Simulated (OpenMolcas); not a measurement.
## Multiconfigurational calculation, with input and output: Ag³⁺ complex

System: Ag³⁺ with 6 ligands (F and H2O; tetragonal octahedron, 2.06 Å), neutralised by 6 outer point charges of +0.17 e, whose field is part of the energies.
Method: state-averaged CASSCF, active space 8 electrons in the shell 4d, basis ANO-RCC-VTZP on the metal and ANO-RCC-VDZP on the ligands, DKH2 scalar Hamiltonian, spin-orbit coupling by RASSI with atomic mean-field integrals (OpenMolcas).

## Input file
```
&GATEWAY
Coord
11

Ag 0.0 0.0 0.0
F 2.060000 0.000000 0.000000
F 0.000000 2.060000 0.000000
F -2.060000 0.000000 0.000000
F 0.000000 -2.060000 0.000000
O 0.000000 0.000000 2.109440
H 0.779741 0.000000 2.686418
H -0.779741 0.000000 2.686418
O 0.000000 0.000000 -2.109440
H 0.779741 0.000000 -2.686418
H -0.779741 0.000000 -2.686418
Basis=Ag.ANO-RCC-VTZP,F.ANO-RCC-VDZP,H.ANO-RCC-VDZP,O.ANO-RCC-VDZP
Group=XYZ
NoMove
AngMom=0.0 0.0 0.0
AMFI
RICD
XField
3 Angstrom 0
4.660000 0.000000 0.000000 0.166667
0.000000 4.660000 0.000000 0.166667
0.000000 0.000000 5.709440 0.166667
&SEWARD
&RASSCF
FileOrb=start.orb
Symmetry=1
Spin=3
nActEl=8 0 0
Inactive=24 24
Ras2=5 0
CIRoot=10 10 1
SDav=10
CIMx=300
Iter=150 100
PrWF=0.3
OrbListing=Nothing
MaxOrb=0
LevShft=1.0
>>> COPY $Project.JobIph JOB001
&RASSCF
FileOrb=start.orb
Symmetry=1
Spin=1
nActEl=8 0 0
Inactive=24 24
Ras2=5 0
CIRoot=15 15 1
SDav=15
CIMx=300
Iter=150 100
PrWF=0.3
OrbListing=Nothing
MaxOrb=0
LevShft=1.0
>>> COPY $Project.JobIph JOB002
&RASSI
NrOfJobIphs=2 10 15
1 2 3 4 5 6 7 8 9 10
1 2 3 4 5 6 7 8 9 10 11 12 13 14 15
IphNames
JOB001
JOB002
EJob
SpinOrbit
DIPRint=1.0
SOCoupling=1000.0
Subsets=2
Property=9
'ANGMOM' 1 'ANGMOM' 2 'ANGMOM' 3 'MLTPL  1' 1 'MLTPL  1' 2 'MLTPL  1' 3
'AMFI' 1 'AMFI' 2 'AMFI' 3
SOProperty=3
'ANGMOM' 1 'ANGMOM' 2 'ANGMOM' 3
```

The file start.orb holds starting orbitals from an earlier step. A driver script formed the levels outside the program, from RASSI's spin-orbit matrix and the active-space energies, averaged over the components of each term or state.

Hardware: 1 thread of Arm Neoverse V1, 24 GiB of memory available, shared host.

Run as:
```bash
OMP_NUM_THREADS=1 MOLCAS_MEM=2457 MOLCAS_PROJECT=a pymolcas a.inp > a.log  # once for each step of the input, in one work folder
```

## Log (extracts)
```
--- SEWARD ---
Basis set label: AG.ANO-RCC...7S6P4D2F1G.

      Electronic valence basis set:
      ------------------
      Associated Effective Charge  47.000000 au
      Associated Actual Charge     47.000000 au
      Nuclear Model: Point charge

      Shell  nPrim  nBasis  Cartesian Spherical Contaminant
         s      21       7        X
         p      18       6        X
         d      13       4                 X
         f       6       2                 X
         g       4       1                 X
                  Relativistic Douglas-Kroll-Hess integrals:
                    - DKH order of Hamiltonian: 2
                    - DKH order of Properties : 0
                  Atomic mean-field integrals
--- RASSCF ---
Wave function specifications:
      -----------------------------

      Number of closed shell electrons          96
      Number of electrons in active shells       8
      Max number of holes in RAS1 space          0
      Max nr of electrons in RAS3 space          0
      Number of inactive orbitals               48
      Number of active orbitals                  5
      Number of secondary orbitals             119
      Spin quantum number                      1.0
      State symmetry                             1
Orbital specifications:
      -----------------------

      Symmetry species                           1   2
                                                ag  au
      Frozen orbitals                            0   0
      Inactive orbitals                         24  24
      Active orbitals                            5   0
      RAS1 orbitals                              0   0
      RAS2 orbitals                              5   0
      RAS3 orbitals                              0   0
      Secondary orbitals                        59  60
      Deleted orbitals                           0   0
      Number of basis functions                 88  84
      Number of CSFs                            10
      Number of root(s) required                10
      Iter CI   SX   CI       RASSCF       Energy    max ROT     max BLB   max BLB  Level Ln srch  Step   QN
          iter iter root      energy       change     param      element    value   shift minimum  type update
 Nr of preliminary CI iterations:   1
      Total energies have been shifted. Add                -5000.00 au
        1   1   12    0  -861.90396505    0.00E+00   1.05E-01*  29  35 1  4.32E-01*  1.46   0.00    SX    NO
        2   1   12    0  -862.19422650   -2.90E-01*  1.00E-01*  29  50 1  9.95E-02*  1.23   0.00    SX    NO
        3   1   12    0  -862.24746427   -5.32E-02*  7.39E-02   23  29 1 -3.36E-02*  1.17   0.00    SX    NO
        4   1   11    0  -862.26315148   -1.57E-02*  5.10E-02   23  29 1 -2.35E-02*  1.13   0.00    SX    NO
        5   1   11    0  -862.26962198   -6.47E-03*  6.15E-02   23  29 1 -1.71E-02*  1.11   2.50    LS   YES
        6   1   11    0  -862.27415892   -4.54E-03*  3.91E-02   25  31 1 -9.32E-03*  1.09   1.73    LS   YES
        7   1   11    0  -862.27513407   -9.75E-04* -2.23E-02   29  35 1 -1.42E-02*  1.07   1.14    QN   YES
        8   1   11    0  -862.27652431   -1.39E-03* -2.98E-02   19  32 2  7.99E-03*  1.07   2.50    LS   YES
        9   1   11    0  -862.27728758   -7.63E-04* -7.25E-03    8  50 1 -4.72E-03*  1.07   1.12    QN   YES
       10   1   10    0  -862.27751017   -2.23E-04* -5.33E-03   25  58 1 -2.39E-03*  1.07   1.75    LS   YES
       11   1   10    0  -862.27756015   -5.00E-05*  4.33E-03    8  50 1  2.95E-03*  1.07   1.02    QN   YES
       12   1    9    0  -862.27761672   -5.66E-05*  4.64E-03    7  42 2  1.09E-03*  1.06   2.09    LS   YES
       13   1    9    0  -862.27763777   -2.10E-05* -2.61E-03   25  58 1  1.54E-03*  1.06   1.01    QN   YES
       14   1    9    0  -862.27765135   -1.36E-05* -3.09E-03   25  58 1  8.71E-04*  1.06   2.20    LS   YES
       15   1    9    0  -862.27765709   -5.74E-06*  1.51E-03    7  42 2 -1.20E-03*  1.06   1.01    QN   YES
       16   1    8    0  -862.27766114   -4.05E-06*  1.51E-03    7  45 2 -4.32E-04*  1.06   1.58    QN   YES
       17   1    8    0  -862.27766320   -2.06E-06* -7.12E-04    9  51 1 -2.59E-04*  1.06   1.33    QN   YES
       18   1    8    0  -862.27766368   -4.76E-07* -3.17E-04    7  42 2  1.37E-04*  1.06   1.45    QN   YES
       19   1    7    0  -862.27766382   -1.42E-07* -1.25E-04   17  45 1  5.60E-05   1.06   1.31    QN   YES
       20   1    6    0  -862.27766385   -2.79E-08* -1.01E-04   17  45 1  3.05E-05   1.06   1.54    QN   YES
       21   1    6    0  -862.27766386   -9.15E-09  -7.78E-05    7  42 2 -1.43E-05   1.06   1.49    QN   YES
      Convergence after 21 iterations
       22   1    6    0  -862.27766386   -1.95E-09  -7.78E-05    9  34 2  9.88E-06   1.06   1.49    QN   YES
      Natural orbitals and occupation numbers for root  1
      sym 1:   2.000000   2.000000   1.000000   2.000000   1.000000
      Natural orbitals and occupation numbers for root  2
      sym 1:   1.997054   1.002946   2.000000   1.997054   1.002946
      Natural orbitals and occupation numbers for root  3
      sym 1:   1.997139   1.002861   1.997139   2.000000   1.002861
::    RASSCF root number  1 Total energy:  -5862.38555053
::    RASSCF root number  2 Total energy:  -5862.32173360
::    RASSCF root number  3 Total energy:  -5862.31653284
::    RASSCF root number  4 Total energy:  -5862.30299674
::    RASSCF root number  5 Total energy:  -5862.29962137
::    RASSCF root number  6 Total energy:  -5862.26137177
::    RASSCF root number  7 Total energy:  -5862.25793899
::    RASSCF root number  8 Total energy:  -5862.21282745
::    RASSCF root number  9 Total energy:  -5862.21113252
::    RASSCF root number 10 Total energy:  -5862.20693280
--- RASSCF ---
Wave function specifications:
      -----------------------------

      Number of closed shell electrons          96
      Number of electrons in active shells       8
      Max number of holes in RAS1 space          0
      Max nr of electrons in RAS3 space          0
      Number of inactive orbitals               48
      Number of active orbitals                  5
      Number of secondary orbitals             119
      Spin quantum number                      0.0
      State symmetry                             1
Orbital specifications:
      -----------------------

      Symmetry species                           1   2
                                                ag  au
      Frozen orbitals                            0   0
      Inactive orbitals                         24  24
      Active orbitals                            5   0
      RAS1 orbitals                              0   0
      RAS2 orbitals                              5   0
      RAS3 orbitals                              0   0
      Secondary orbitals                        59  60
      Deleted orbitals                           0   0
      Number of basis functions                 88  84
      Number of CSFs                            15
      Number of root(s) required                15
      Iter CI   SX   CI       RASSCF       Energy    max ROT     max BLB   max BLB  Level Ln srch  Step   QN
          iter iter root      energy       change     param      element    value   shift minimum  type update
 Nr of preliminary CI iterations:   1
      Total energies have been shifted. Add                -5000.00 au
        1   1   11    0  -862.22037781    0.00E+00   1.54E-02   25  31 1 -6.97E-03*  1.06   0.00    SX    NO
        2   1   11    0  -862.22121805   -8.40E-04*  1.25E-02   25  31 1 -5.60E-03*  1.06   0.00    SX    NO
        3   1   11    0  -862.22176017   -5.42E-04*  1.04E-02   21  25 1 -4.65E-03*  1.05   0.00    SX    NO
        4   1   11    0  -862.22213046   -3.70E-04* -8.72E-03   21  25 1 -3.88E-03*  1.05   0.00    SX    NO
        5   1   10    0  -862.22238951   -2.59E-04* -3.95E-02   21  25 1 -3.26E-03*  1.05   2.50    QN   YES
        6   1   10    0  -862.22301715   -6.28E-04* -7.49E-03   20  30 1 -1.46E-03*  1.03   1.19    QN   YES
        7   1    9    0  -862.22304753   -3.04E-05*  2.80E-03   20  30 1 -9.33E-04*  1.03   1.33    QN   YES
        8   1    8    0  -862.22305817   -1.06E-05*  2.80E-03   20  30 1 -4.66E-04*  1.03   2.01    LS   YES
        9   1    9    0  -862.22306178   -3.62E-06*  2.07E-03   21  25 1  3.65E-04*  1.03   1.01    QN   YES
       10   1    8    0  -862.22306623   -4.45E-06*  1.79E-03   29  35 1  2.48E-04*  1.03   1.87    LS   YES
       11   1    8    0  -862.22306746   -1.23E-06*  3.62E-04   20  30 1  2.21E-04*  1.03   1.01    QN   YES
       12   1    8    0  -862.22306796   -4.92E-07*  4.86E-04   25  31 1 -1.49E-04*  1.03   2.35    LS   YES
       13   1    8    0  -862.22306820   -2.43E-07* -4.12E-04   25  31 1 -3.00E-04*  1.03   1.00    QN   YES
       14   1    7    0  -862.22306848   -2.80E-07*  2.11E-04   29  35 1 -8.88E-05   1.03   1.33    QN   YES
       15   1    7    0  -862.22306854   -5.63E-08*  1.74E-04   21  34 2  3.06E-05   1.03   1.42    QN   YES
       16   1    6    0  -862.22306856   -2.32E-08*  1.02E-04   25  31 1  2.39E-05   1.03   1.29    QN   YES
       17   1    6    0  -862.22306857   -7.98E-09  -4.42E-05   29  35 1  1.76E-05   1.03   1.47    QN   YES
      Convergence after 17 iterations
       18   1    6    0  -862.22306857   -3.00E-09  -4.42E-05   19  42 2  8.02E-06   1.03   1.47    QN   YES
      Natural orbitals and occupation numbers for root  1
      sym 1:   1.999845   0.172166   1.843314   1.992193   1.992482
      Natural orbitals and occupation numbers for root  2
      sym 1:   1.999944   0.972277   1.035626   1.995828   1.996325
      Natural orbitals and occupation numbers for root  3
      sym 1:   1.000025   1.000025   2.000000   1.999975   1.999975
::    RASSCF root number  1 Total energy:  -5862.35352714
::    RASSCF root number  2 Total energy:  -5862.32572761
::    RASSCF root number  3 Total energy:  -5862.27161035
::    RASSCF root number  4 Total energy:  -5862.27159803
::    RASSCF root number  5 Total energy:  -5862.26595753
::    RASSCF root number  6 Total energy:  -5862.26179029
::    RASSCF root number  7 Total energy:  -5862.24628194
::    RASSCF root number  8 Total energy:  -5862.21780501
::    RASSCF root number  9 Total energy:  -5862.20991104
::    RASSCF root number 10 Total energy:  -5862.18115176
::    RASSCF root number 11 Total energy:  -5862.17696875
::    RASSCF root number 12 Total energy:  -5862.17069864
::    RASSCF root number 13 Total energy:  -5862.16076755
::    RASSCF root number 14 Total energy:  -5862.15339286
::    RASSCF root number 15 Total energy:  -5862.07884004
--- RASSI ---
SPIN-FREE ENERGIES:
  (Shifted by EMIN (a.u.) =      -5862.3855505263)

 SF State       Relative EMIN(au)   Rel lowest level(eV)    D:o, cm**(-1)

     1             0.0000000000        0.0000000000              0.0000
    11             0.0320233818        0.8714006107           7028.3199
    12             0.0598229161        1.6278644750          13129.6124
     2             0.0638169291        1.7365471081          14006.1970
     3             0.0690176860        1.8780669108          15147.6312
     4             0.0825537865        2.2464029710          18118.4619
     5             0.0859291522        2.3382513490          18859.2690
    13             0.1139401759        3.1004701350          25006.9781
    14             0.1139524978        3.1008054306          25009.6824
    15             0.1195929917        3.2542910906          26247.6278
    16             0.1237602379        3.3676876363          27162.2326
     6             0.1241787593        3.3790761840          27254.0874
     7             0.1276115345        3.4724867542          28007.4945
    17             0.1392685867        3.7896913048          30565.9217
    18             0.1677455177        4.5645880739          36815.8857
     8             0.1727230812        4.7000344772          37908.3346
     9             0.1744180082        4.7461557881          38280.3280
    19             0.1756394831        4.7793938149          38548.4108
    10             0.1786177260        4.8604359326          39202.0596
    20             0.2043987665        5.5619737822          44860.3439
    21             0.2085817742        5.6757992221          45778.4080
    22             0.2148518845        5.8464176143          47154.5381
    23             0.2247829807        6.1166565083          49334.1618
    24             0.2321576685        6.3173319883          50952.7187
    25             0.3067104874        8.3460175393          67315.1712
     Dipole printing threshold changed to   1.00000000E+00
Eigenvalues of complex Hamiltonian:
   -----------------------------------
  (Shifted by EMIN (a.u.) =      -5862.3855505263)

 SO State       Relative EMIN(au)   Rel lowest level(eV)    D:o, cm**(-1)

     1            -0.0019002347        0.0000000000              0.0000
     2            -0.0018247905        0.0020529417             16.5581
     3            -0.0017872714        0.0030738883             24.7926
     4             0.0290351610        0.8417950000           6789.5346
     5             0.0538510365        1.5170693731          12235.9897
     6             0.0599863697        1.6840202938          13582.5397
     7             0.0603386498        1.6936063253          13659.8562
     8             0.0626257991        1.7558428267          14161.8275
     9             0.0671574259        1.8791546756          15156.4046
    10             0.0714213699        1.9951825025          16092.2321
    11             0.0734469212        2.0503005600          16536.7893
    12             0.0829824483        2.3097754723          18629.5956
    13             0.0830238459        2.3109019579          18638.6813
    14             0.0838284213        2.3327955688          18815.2652
    15             0.0847962823        2.3591324086          19027.6861
    16             0.0853542447        2.3743153409          19150.1447
    17             0.0858934174        2.3889869767          19268.4794
    18             0.1131709134        3.1312454555          25255.1978
    19             0.1134645683        3.1392362122          25319.6476
    20             0.1139227731        3.1517046007          25420.2119
    21             0.1185776804        3.2783710810          26441.8460
    22             0.1247966443        3.4475977099          27806.7508
    23             0.1248611949        3.4493542216          27820.9180
    24             0.1283189144        3.5434435612          28579.7997
    25             0.1283506356        3.5443067397          28586.7617
    26             0.1283798784        3.5451024758          28593.1798
    27             0.1341881260        3.7031529461          29867.9428
    28             0.1361842017        3.7574689339          30306.0308
    29             0.1660366081        4.5697942922          36857.8766
    30             0.1728319389        4.7547046658          38349.2794
    31             0.1729287124        4.7573380065          38370.5187
    32             0.1737666102        4.7801383656          38554.4160
    33             0.1743234997        4.7952921021          38676.6391
    34             0.1747751978        4.8075834328          38775.7754
    35             0.1752971890        4.8217875374          38890.3392
    36             0.1766637591        4.8589738044          39190.2667
    37             0.1798481410        4.9456252509          39889.1578
    38             0.1817422036        4.9971653196          40304.8564
    39             0.1831448572        5.0353334687          40612.7033
    40             0.2056754974        5.6484234201          45557.6073
    41             0.2100360107        5.7670790322          46514.6293
Weights of the five most important spin-orbit-free states for each spin-orbit state.

 SO State  Total energy (au)           Spin-free states, spin, and weights
 -------------------------------------------------------------------------------------------------------
    1        -0.001900       1 1.0  0.9766    2 1.0  0.0110    3 1.0  0.0096   17 0.0  0.0021    6 1.0  0.0003
    2        -0.001825       1 1.0  0.9785    2 1.0  0.0118    5 1.0  0.0053   15 0.0  0.0028    4 1.0  0.0012
    3        -0.001787       1 1.0  0.9798    3 1.0  0.0103    5 1.0  0.0058   14 0.0  0.0030    4 1.0  0.0007
    4         0.029035      11 0.0  0.9397    2 1.0  0.0219    4 1.0  0.0203    3 1.0  0.0150    5 1.0  0.0022
    5         0.053851      12 0.0  0.7437    2 1.0  0.1596    3 1.0  0.0462    5 1.0  0.0437    8 1.0  0.0019
    6         0.059986       2 1.0  0.5000    3 1.0  0.3368    4 1.0  0.0993   12 0.0  0.0356   11 0.0  0.0176
    7         0.060339       2 1.0  0.7104    3 1.0  0.2653   13 0.0  0.0113    7 1.0  0.0068    6 1.0  0.0025
    8         0.062626       2 1.0  0.9194    4 1.0  0.0437    5 1.0  0.0162    1 1.0  0.0099   15 0.0  0.0071
    9         0.067157       3 1.0  0.8660    4 1.0  0.1107   14 0.0  0.0106    1 1.0  0.0070   22 0.0  0.0016
   10         0.071421       3 1.0  0.7040    2 1.0  0.2607    1 1.0  0.0190    6 1.0  0.0070   17 0.0  0.0025
   11         0.073447       3 1.0  0.5235    2 1.0  0.2776   12 0.0  0.1665    6 1.0  0.0109    7 1.0  0.0081
   12         0.082982       4 1.0  0.8939    5 1.0  0.0623    2 1.0  0.0333   15 0.0  0.0057    6 1.0  0.0020
```

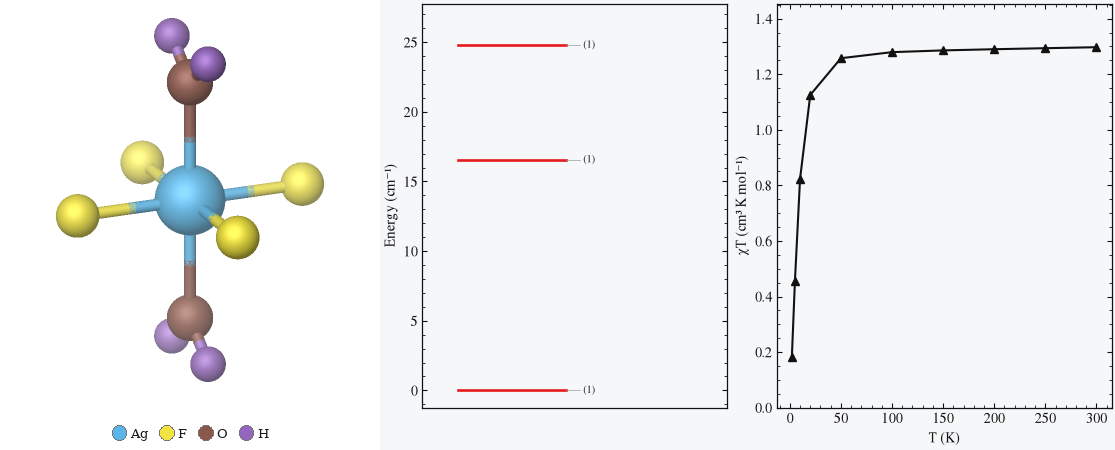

*Ag³⁺ (4d⁸) with 6 ligands, F⁻ with axial H₂O, at 2.06 Å (arrangement: tetragonal octahedron, Ci), axial distortion 1.024, neutralised by outer point charges of +0.17 e, and its levels and susceptibility. Labels give the representation in O, Td, D4 or D3 as the site allows (double group for half-integer spin) where it could be assigned and, in brackets, the degeneracy; spin-free states, where drawn, share the zero of the spin-orbit levels. Powder susceptibility by Van Vleck's formula.*

The ground level is non-degenerate, 100 % from states of spin multiplicity 3. The next level lies at 17 cm⁻¹. χT is 0.184 cm³ K mol⁻¹ at 2 K and 1.30 at 300 K, an effective moment of 3.22 μB. The active orbitals hold 72 to 91 % metal character (Löwdin), and the Mulliken charge of the metal is +1.93.

## Key numbers

```tsv
quantity	value
outcome	converged
energy of the lowest spin-free term	−5862.38555 hartree
energy of the lowest spin-orbit level	−5862.38745 hartree
largest spread among components of a term	0.0 cm⁻¹
wall time	46 s
peak memory	0.4 GiB
```

## Remarks

Without dynamic correlation the splittings between terms come out too large, often by 20 to 50 %. Caveats: covalent bonds, ligand orbitals missing from the active space; distances are set from ionic radii, not optimised.
